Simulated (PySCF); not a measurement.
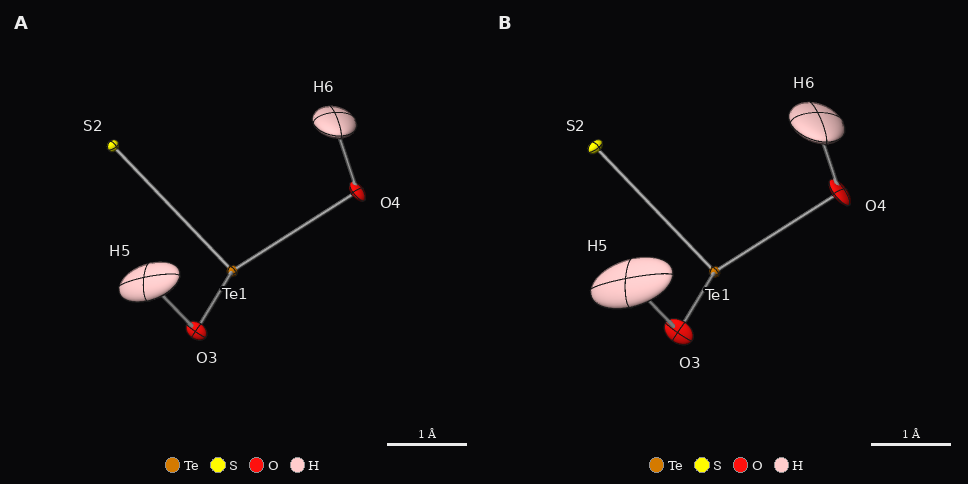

Displacement ellipsoids at the 50 % level, from the internal vibrations of the free molecule (harmonic, no overall translation or rotation; no half-axis is drawn under 0.075 Å). Vibrations computed with RKS-based PBE0, Te def2-SVP with ECP28, S def2-SVP, O def2-SVP, H def2-SVP; scalar-relativistic core potentials; density fitting (PySCF 2.14.0). One panel is for 298 K, the other for 600 K.

**Which panel is for 600 K?**

B.

**How much does the mean-square displacement of O3 grow, and why?**

U_eq goes from 0.0052 to 0.0097 Å², a factor of 1.9. Modes below kT (417 cm⁻¹ at 600 K) grow about in proportion to T, and the lowest lies at 144 cm⁻¹; the mean-square amplitude of a mode is its zero-point value times coth(ħω/2kT), which comes close to 1 only above about 3kT.
